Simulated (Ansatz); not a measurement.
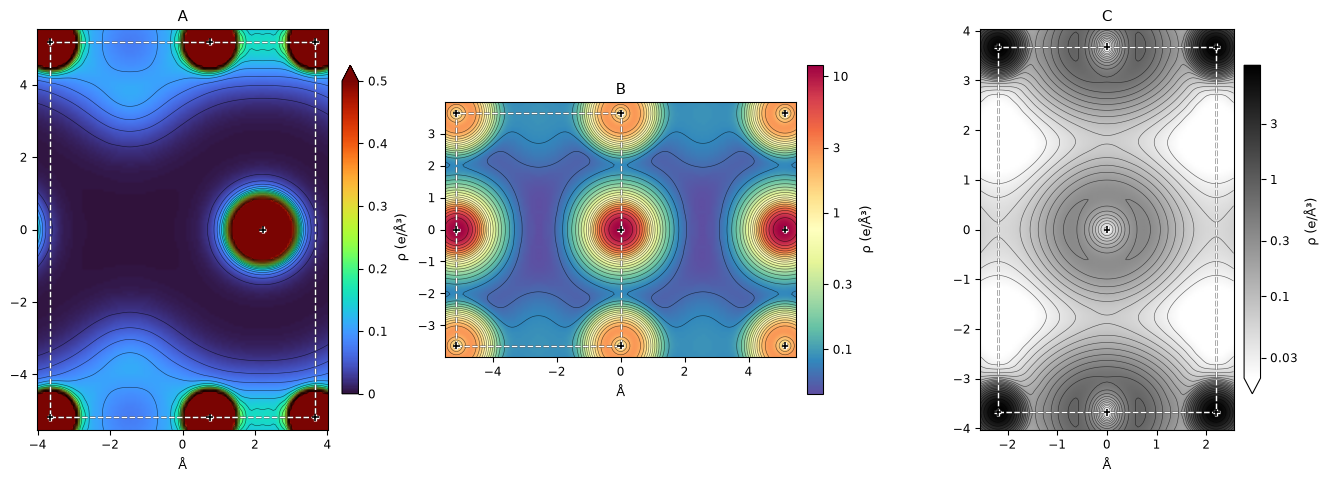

The valence pseudo-density of 3 systems, each on a plane through atoms (crosses mark nuclei in the plane).

The calculation used Ansatz 0.2.0, DFT PBE, scalar-relativistic, plane waves, PAW.

System 1: Li3Si5P, the (11̄0) plane of the conventional cell. Space group P6/mmm; a structure generated by program, which may or may not match a known phase.

```
Li Si P
1.0
     7.36453    0.00000    0.00000
    -3.68226    6.37787    0.00000
     0.00000    0.00000    4.39734
Li Si P
3 5 1
Direct
  0.33333 0.66667 0.00000
  0.66667 0.33333 0.00000
  0.00000 0.00000 0.50000
  0.50000 0.00000 0.00000
  0.00000 0.50000 0.00000
  0.50000 0.50000 0.00000
  0.33333 0.66667 0.50000
  0.66667 0.33333 0.50000
  0.00000 0.00000 0.00000
```

System 2: Sr3Pt, the (101) plane of the conventional cell. Space group Pm-3m; a structure generated by program, which may or may not match a known phase.

```
Sr Pt
1.0
     5.14238    0.00000    0.00000
     0.00000    5.14238    0.00000
     0.00000    0.00000    5.14238
Sr Pt
3 1
Direct
  0.50000 0.00000 0.00000
  0.00000 0.50000 0.00000
  0.00000 0.00000 0.50000
  0.50000 0.50000 0.50000
```

System 3: Mg6F, the (101̄) plane of the conventional cell. Space group Pm-3m; a structure generated by program, which may or may not match a known phase; computed without spin polarisation.

Question: Which map belongs to which system?

Answer: Panel A is system 3, Mg6F: the plane holds Mg and F. Mg–Mg (2.91 Å): ρ at the midpoint is about 0.15 e/Å³. Panel B is system 2, Sr3Pt: the plane holds Sr and Pt. Sr–Pt (3.64 Å): the density is about 0.09 e/Å³ at the midpoint, with its minimum of 0.08 e/Å³ about 1.6 Å from Sr. Panel C is system 1, Li3Si5P: the plane holds Li, Si and P. Li–P (2.20 Å): ρ at the midpoint is about 0.46 e/Å³.
